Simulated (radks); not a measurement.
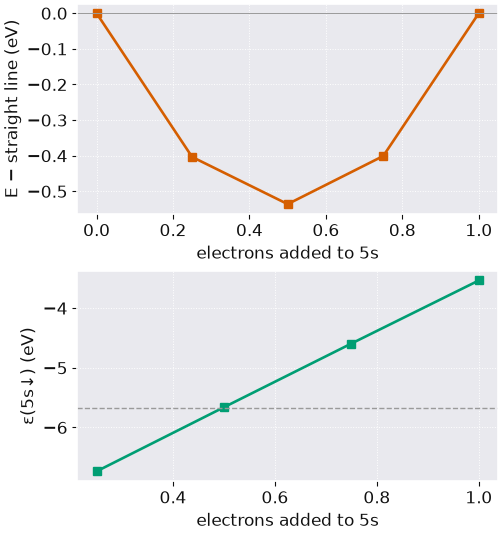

The occupation of the 5s shell is varied from Sr⁺ ([Kr] 5s1 (high spin)) to Sr ([Kr] 5s2), with spherical fractional occupations. The plot shows the total energy less the straight line between the end points, and the eigenvalue of 5s↓ (the dashed line is minus the energy to take the whole electron out). The values are computed.

Question: Was this Hartree-Fock or a semilocal functional, and how does the plot tell?

Answer: It was a semilocal functional (LDA, GGA or meta-GGA): scalar-relativistic Kohn-Sham, PBEsol, spin-polarised, spherical densities, finite nucleus, computed with the in-house radial solver radks. The curve is convex (below the straight line), with the largest deviation among the points computed, −0.54 eV, at 0.5. The end points differ by 5.67 eV, the energy to take the electron out. The eigenvalue, which is the slope of the energy (Janak's theorem), moves from −6.74 eV at 0.25 to −3.54 eV at 1; for a straight line it would stay constant, and a parabola would sag by an eighth of this change, scaled to a whole electron, 0.53 eV. Convexity is the delocalisation error: fractional charges are too low in energy. For an s shell Hartree-Fock would as a rule bend the other way.
